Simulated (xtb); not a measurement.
**Geometry relaxation of Si2H6SO (part 1 of 4)**

Si2H6SO, computed with GFN2-xTB (xtb 6.7.1).

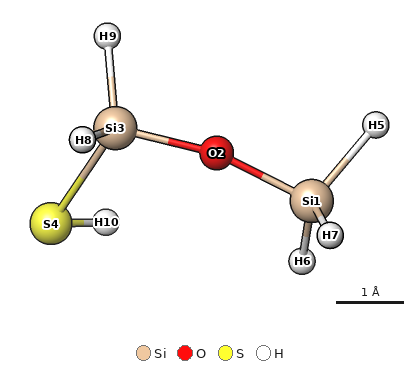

*The structure as given in the input (ball-and-stick view, seen at a tilt; atoms are numbered from 1 in the order of the input).*

The input (geom.xyz)
```
10
start
Si     0.39340     1.69084     0.37979
O     -0.39398     0.34984    -0.05211
Si    -0.95535    -1.11895    -0.22516
S      0.68273    -2.44068     0.25257
H      0.24892     2.61764    -0.87449
H      1.68443     1.26733     0.52551
H     -0.24517     2.21354     1.55059
H     -1.97845    -1.32590     0.73943
H     -1.35321    -1.27325    -1.68281
H      1.58529    -1.83745    -0.39446
```

File input.inp
```
$opt
   hessian=lindh
$end
```

Command:
```bash
xtb geom.xyz -I input.inp --gfn 2 --opt tight --parallel 1 | tee out.txt
```

Log
```
* xtb version 6.7.1
   ID    Z sym.   atoms
    1   14 Si     1, 3
    2    8 O      2
    3   16 S      4
    4    1 H      5-10

           -------------------------------------------------
          |                Calculation Setup                |
           -------------------------------------------------

          program call               : xtb geom.xyz -I input.inp --gfn 2 --opt tight --parallel 1
          coordinate file            : geom.xyz
          omp threads                :                     1

           -------------------------------------------------
          |                 G F N 2 - x T B                 |
           -------------------------------------------------

      * Hamiltonian:
        H0-scaling (s, p, d)           1.850000    2.230000    2.230000
        zeta-weighting                 0.500000
      * Dispersion:
        s8                             2.700000
        a1                             0.520000
        a2                             5.000000
        s9                             5.000000
      * Repulsion:
        kExp                           1.500000    1.000000
        rExp                           1.000000
      * Coulomb:
        alpha                          2.000000
        third order                    shell-resolved
        anisotropic                    true
        a3                             3.000000
        a5                             4.000000
        cn-shift                       1.200000
        cn-exp                         4.000000
        max-rad                        5.000000

          ...................................................
          :                      SETUP                      :
          :.................................................:
          :  # basis functions                  40          :
          :  # atomic orbitals                  37          :
          :  # shells                           17          :
          :  # electrons                        26          :
          :  max. iterations                   250          :
          :  Hamiltonian                  GFN2-xTB          :
          :  restarted?                      false          :
          :  GBSA solvation                  false          :
          :  PC potential                    false          :
          :  electronic temp.          300.0000000     K    :
          :  accuracy                    1.0000000          :
          :  -> integral cutoff          0.2500000E+02      :
          :  -> integral neglect         0.1000000E-07      :
          :  -> SCF convergence          0.1000000E-05 Eh   :
          :  -> wf. convergence          0.1000000E-03 e    :
          :  Broyden damping             0.4000000          :
          :  net charge                          0          :
          :  unpaired electrons                  0          :
          ...................................................

 iter      E             dE          RMSdq      gap      omega  full diag
   1    -13.9229066 -0.139229E+02  0.965E+00    6.15       0.0  T
   2    -14.0628308 -0.139924E+00  0.500E+00    4.25       1.0  T
   3    -14.0653369 -0.250608E-02  0.330E+00    4.45       1.0  T
   4    -14.0671917 -0.185479E-02  0.131E+00    4.34       1.0  T
   5    -14.0707247 -0.353303E-02  0.503E-01    4.56       1.0  T
   6    -14.0711669 -0.442197E-03  0.168E-01    4.50       1.0  T
   7    -14.0711674 -0.498883E-06  0.553E-02    4.49       1.0  T
   8    -14.0711713 -0.387572E-05  0.244E-02    4.50       1.3  T
   9    -14.0711734 -0.215194E-05  0.725E-03    4.49       4.4  T
  10    -14.0711734 -0.376554E-07  0.244E-03    4.49      12.9  T
  11    -14.0711735 -0.137359E-07  0.141E-03    4.50      22.4  T
  12    -14.0711735 -0.151987E-08  0.341E-04    4.50      92.6  T
  13    -14.0711735 -0.707328E-10  0.140E-04    4.50     225.9  T

   *** convergence criteria satisfied after 13 iterations ***

         #    Occupation            Energy/Eh            Energy/eV
      -------------------------------------------------------------
         1        2.0000           -0.7915373             -21.5388
       ...           ...                  ...                  ...
         7        2.0000           -0.5058599             -13.7651
         8        2.0000           -0.4834620             -13.1557
         9        2.0000           -0.4459515             -12.1350
        10        2.0000           -0.4362199             -11.8701
        11        2.0000           -0.4240817             -11.5398
        12        2.0000           -0.4106270             -11.1737
        13        2.0000           -0.3767446             -10.2517 (HOMO)
        14                         -0.2115512              -5.7566 (LUMO)
        15                         -0.1978552              -5.3839
        16                         -0.1890554              -5.1445
        17                         -0.1701141              -4.6290
        18                         -0.1631420              -4.4393
       ...                                ...                  ...
        37                          1.0374749              28.2311
      -------------------------------------------------------------
                  HL-Gap            0.1651934 Eh            4.4951 eV
             Fermi-level           -0.2941479 Eh           -8.0042 eV

 SCC (total)                   0 d,  0 h,  0 min,  0.015 sec
 SCC setup                      ...        0 min,  0.000 sec (  0.762%)
 Dispersion                     ...        0 min,  0.000 sec (  0.332%)
 classical contributions        ...        0 min,  0.000 sec (  0.137%)
 integral evaluation            ...        0 min,  0.002 sec ( 14.483%)
 iterations                     ...        0 min,  0.009 sec ( 57.852%)
 molecular gradient             ...        0 min,  0.004 sec ( 25.214%)
 printout                       ...        0 min,  0.000 sec (  1.109%)

         :::::::::::::::::::::::::::::::::::::::::::::::::::::
         ::                     SUMMARY                     ::
         :::::::::::::::::::::::::::::::::::::::::::::::::::::
         :: total energy             -13.957809710336 Eh    ::
         :: gradient norm              0.103130202166 Eh/a0 ::
         :: HOMO-LUMO gap              4.495140557326 eV    ::
         ::.................................................::
         :: SCC energy               -14.071163371193 Eh    ::
         :: -> isotropic ES            0.056267263110 Eh    ::
         :: -> anisotropic ES         -0.000479302398 Eh    ::
         :: -> anisotropic XC         -0.000196224451 Eh    ::
         :: -> dispersion             -0.007016108794 Eh    ::
         :: repulsion energy           0.113353660857 Eh    ::
         :: add. restraining           0.000000000000 Eh    ::
         :: total charge               0.000000000000 e     ::
         :::::::::::::::::::::::::::::::::::::::::::::::::::::

      -----------------------------------------------------------
     |                   =====================                   |
     |                        A N C O P T                        |
     |                   =====================                   |
     |               Approximate Normal Coordinate               |
     |                Rational Function Optimizer                |
      -----------------------------------------------------------
      -----------------------------------------------------------
     |                   =====================                   |
     |                        A N C O P T                        |
     |                   =====================                   |
     |               Approximate Normal Coordinate               |
     |                Rational Function Optimizer                |
      -----------------------------------------------------------

          ...................................................
          :                      SETUP                      :
          :.................................................:
          :   optimization level             tight          :
          :   max. optcycles                   200          :
          :   ANC micro-cycles                  20          :
          :   degrees of freedom                24          :
          :.................................................:
          :   RF solver                   davidson          :
          :   write xtbopt.log                true          :
          :   linear?                        false          :
          :   energy convergence         0.1000000E-05 Eh   :
          :   grad. convergence          0.8000000E-03 Eh/α :
          :   maxmium RF displ.          1.0000000          :
          :   Hlow (freq-cutoff)         0.1000000E-01      :
          :   Hmax (freq-cutoff)         5.0000000          :
          :   S6 in model hess.         20.0000000          :
          ...................................................

generating ANC from exact Hessian ...
Using Lindh-Hessian (2007)
 Shifting diagonal of input Hessian by    9.9167241383051521E-003
 Lowest  eigenvalues of input Hessian
    0.000000    0.000000    0.000000    0.000000    0.000000    0.000000
    0.010000    0.015392    0.017892    0.025734    0.028784    0.031911
    0.036195    0.042337    0.046769    0.057008    0.060753    0.085632
 Highest eigenvalues
    0.694275    0.891277    1.054104    1.156777    1.317064    2.347219

........................................................................
.............................. CYCLE    1 ..............................
........................................................................

 iter      E             dE          RMSdq      gap      omega  full diag
   1    -14.0711735 -0.140712E+02  0.414E-05    4.50       0.0  T
   2    -14.0711735 -0.692779E-12  0.381E-05    4.50     829.6  T
   3    -14.0711735 -0.154543E-12  0.276E-05    4.50    1146.7  T
     SCC iter.                  ...        0 min,  0.003 sec
     gradient                   ...        0 min,  0.004 sec
 * total energy  :   -13.9578097 Eh     change       -0.1332090E-10 Eh
   gradient norm :     0.1031300 Eh/α   predicted     0.0000000E+00 (-100.00%)
   displ. norm   :     0.2025515 α      lambda       -0.1571201E-01
   maximum displ.:     0.0693258 α      in ANC's #15, #17, #20, ...

........................................................................
.............................. CYCLE    2 ..............................
........................................................................

 iter      E             dE          RMSdq      gap      omega  full diag
   1    -14.0696791 -0.140697E+02  0.615E-01    4.48       0.0  T
   2    -14.0697634 -0.843186E-04  0.453E-01    4.49       1.0  T
   3    -14.0697759 -0.124658E-04  0.124E-01    4.49       1.0  T
   4    -14.0697770 -0.112642E-05  0.512E-02    4.48       1.0  T
   5    -14.0697872 -0.101691E-04  0.133E-02    4.48       2.4  T
   6    -14.0697873 -0.112913E-06  0.562E-03    4.48       5.6  T
   7    -14.0697873 -0.542981E-08  0.232E-03    4.48      13.6  T
   8    -14.0697873 -0.358695E-08  0.978E-04    4.48      32.3  T
   9    -14.0697873 -0.229036E-09  0.346E-04    4.48      91.5  T
     SCC iter.                  ...        0 min,  0.006 sec
     gradient                   ...        0 min,  0.004 sec
 * total energy  :   -13.9680160 Eh     change       -0.1020626E-01 Eh
   gradient norm :     0.0346835 Eh/α   predicted    -0.8178315E-02 ( -19.87%)
   displ. norm   :     0.1172814 α      lambda       -0.2710664E-02
   maximum displ.:     0.0588810 α      in ANC's #10, #15, #17, ...

........................................................................
.............................. CYCLE    3 ..............................
........................................................................

 iter      E             dE          RMSdq      gap      omega  full diag
   1    -14.0692008 -0.140692E+02  0.347E-01    4.47       0.0  T
   2    -14.0692299 -0.290733E-04  0.248E-01    4.49       1.0  T
   3    -14.0692354 -0.545750E-05  0.830E-02    4.49       1.0  T
   4    -14.0692359 -0.563661E-06  0.180E-02    4.48       1.8  T
   5    -14.0692360 -0.936217E-07  0.556E-03    4.48       5.7  T
   6    -14.0692361 -0.691713E-07  0.405E-03    4.48       7.8  T
   7    -14.0692361 -0.146324E-07  0.142E-03    4.48      22.2  T
   8    -14.0692361 -0.102613E-08  0.797E-04    4.48      39.7  T
   9    -14.0692361 -0.326319E-09  0.258E-04    4.48     122.5  T
     SCC iter.                  ...        0 min,  0.006 sec
     gradient                   ...        0 min,  0.004 sec
 * total energy  :   -13.9693893 Eh     change       -0.1373357E-02 Eh
   gradient norm :     0.0127739 Eh/α   predicted    -0.1373973E-02 (   0.04%)
   displ. norm   :     0.0498907 α      lambda       -0.3369740E-03
   maximum displ.:     0.0291861 α      in ANC's #10, #11, #9, ...

........................................................................
.............................. CYCLE    4 ..............................
........................................................................

 iter      E             dE          RMSdq      gap      omega  full diag
   1    -14.0664745 -0.140665E+02  0.101E-01    4.48       0.0  T
   2    -14.0664776 -0.312308E-05  0.699E-02    4.49       1.0  T
   3    -14.0664780 -0.397707E-06  0.339E-02    4.49       1.0  T
   4    -14.0664779  0.167599E-06  0.124E-02    4.49       2.6  T
   5    -14.0664782 -0.323608E-06  0.467E-03    4.49       6.8  T
   6    -14.0664782 -0.853116E-08  0.194E-03    4.49      16.3  T
   7    -14.0664782 -0.129087E-08  0.120E-03    4.49      26.3  T
   8    -14.0664782 -0.663304E-09  0.586E-04    4.49      53.9  T
   9    -14.0664782 -0.149495E-09  0.110E-04    4.49     287.8  T
     SCC iter.                  ...        0 min,  0.006 sec
     gradient                   ...        0 min,  0.004 sec
 * total energy  :   -13.9696161 Eh     change       -0.2268206E-03 Eh
   gradient norm :     0.0063430 Eh/α   predicted    -0.1689065E-03 ( -25.53%)
   displ. norm   :     0.0458005 α      lambda       -0.1282077E-03
   maximum displ.:     0.0209480 α      in ANC's #10, #8, #9, ...

........................................................................
.............................. CYCLE    5 ..............................
........................................................................

 iter      E             dE          RMSdq      gap      omega  full diag
   1    -14.0649503 -0.140650E+02  0.113E-01    4.49       0.0  T
   2    -14.0649532 -0.291596E-05  0.750E-02    4.50       1.0  T
   3    -14.0649533 -0.802957E-07  0.322E-02    4.51       1.0  T
   4    -14.0649531  0.151272E-06  0.145E-02    4.51       2.2  T
   5    -14.0649537 -0.568997E-06  0.463E-03    4.51       6.8  T
   6    -14.0649537 -0.171566E-08  0.171E-03    4.50      18.5  T
   7    -14.0649537 -0.147147E-08  0.110E-03    4.50      28.7  T
   8    -14.0649537 -0.683233E-09  0.520E-04    4.50      60.8  T
   9    -14.0649537 -0.178947E-09  0.876E-05    4.50     360.8  T
     SCC iter.                  ...        0 min,  0.006 sec
     gradient                   ...        0 min,  0.004 sec
 * total energy  :   -13.9696959 Eh     change       -0.7978471E-04 Eh
   gradient norm :     0.0032753 Eh/α   predicted    -0.6423820E-04 ( -19.49%)
   displ. norm   :     0.0250630 α      lambda       -0.3320409E-04
   maximum displ.:     0.0103140 α      in ANC's #8, #11, #9, ...

........................................................................
.............................. CYCLE    6 ..............................
........................................................................

 iter      E             dE          RMSdq      gap      omega  full diag
   1    -14.0648388 -0.140648E+02  0.528E-02    4.51       0.0  T
   2    -14.0648393 -0.501411E-06  0.339E-02    4.51       1.0  T
   3    -14.0648393  0.577976E-08  0.127E-02    4.51       2.5  T
   4    -14.0648393 -0.492267E-08  0.629E-03    4.51       5.0  T
   5    -14.0648394 -0.967485E-07  0.218E-03    4.51      14.5  T
   6    -14.0648394 -0.477922E-09  0.784E-04    4.51      40.3  T
   7    -14.0648394 -0.350070E-09  0.495E-04    4.51      63.9  T
     SCC iter.                  ...        0 min,  0.005 sec
     gradient                   ...        0 min,  0.004 sec
 * total energy  :   -13.9697202 Eh     change       -0.2424082E-04 Eh
   gradient norm :     0.0022775 Eh/α   predicted    -0.1661223E-04 ( -31.47%)
   displ. norm   :     0.0317066 α      lambda       -0.2734542E-04
   maximum displ.:     0.0180845 α      in ANC's #2, #11, #4, ...

........................................................................
.............................. CYCLE    7 ..............................
........................................................................
```
